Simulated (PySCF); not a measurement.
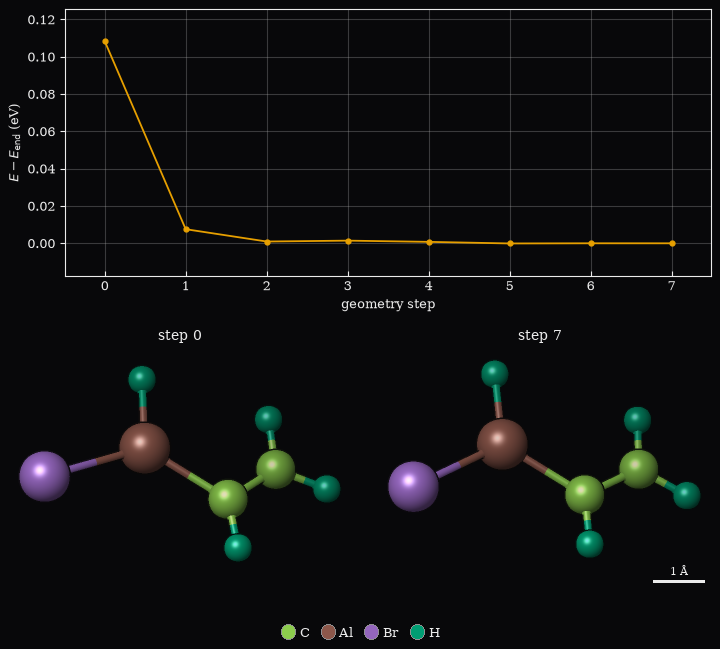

First and last geometry of a relaxation of C2H4AlBr, with the history of the run. A ball-and-stick model, seen at a tilt.

The start comes from GFN2-xTB. Its atoms were then displaced at random by about 0.01 Å.

All numbers below come from PySCF, PBE0-D3(BJ)/def2-SVP geometry optimisation, gas phase. 

Question: Read the history and describe the run.

Answer: It converged. After 7 geometry steps the energy has fallen by 0.108 eV. The atom that moves furthest after the best rigid fit is the Br atom (0.28 Å). Largest moves by element: Br 0.28 Å, H 0.19 Å, C 0.12 Å, Al 0.10 Å. Some distances before and after: Al–Br 2.298 → 2.258 Å, Al–H 1.544 → 1.581 Å, C–C 1.307 → 1.343 Å, Al–C 1.955 → 1.931 Å. Bond angles that change, for instance: C–Al–Br 128.3° → 118.9°, C–C–Al 113.0° → 119.7°, Br–Al–H 112.7° → 118.7°. The run took 28 s on 1 thread of Arm Neoverse V1, with other jobs on the host.

| step | E − E(0), eV |
| --- | --- |
| 0 | 0.0000 |
| 1 | -0.1008 |
| 2 | -0.1074 |
| 3 | -0.1070 |
| 4 | -0.1076 |
| 5 | -0.1085 |
| 6 | -0.1084 |
| 7 | -0.1084 |
